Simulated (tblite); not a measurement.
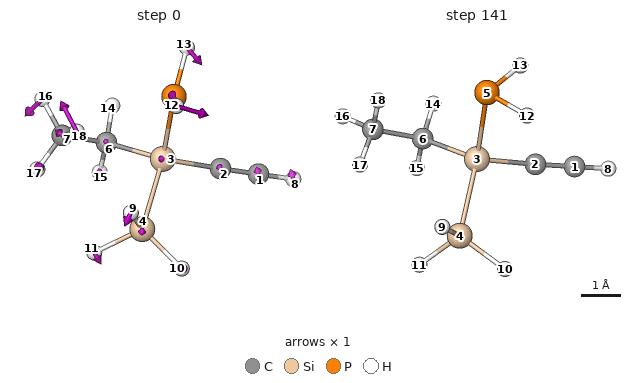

The structure of C$_{4}$H$_{11}$PSi$_{2}$ before (left) and after (right) a relaxation, at one scale. The purple arrows give the displacements, at their true length.

A ball-and-stick model, seen at a tilt.

The calculation used GFN2-xTB geometry optimisation, gas phase (tblite 0.8.0). 

### Summarise the run.

The largest moves after the best rigid fit, 1.01 Å, are those of H12 and H18. By element the largest moves are H 1.01 Å, C 0.29 Å, P 0.29 Å, Si 0.22 Å. Near-neighbour distances that change, for instance: Si3–P5 2.140 → 2.273 Å, Si3–Si4 2.221 → 2.336 Å, Si3–C6 1.880 → 1.921 Å, P5–H13 1.417 → 1.383 Å. Among the angles between lasting bonds that change: H12–P5–H13 119.7° → 92.0°, Si3–P5–H12 119.7° → 93.9°, Si3–P5–H13 119.8° → 95.0°. Groups turn about C6–C7 by about 40°. After 141 geometry steps the energy has fallen by 168.4 kJ/mol.
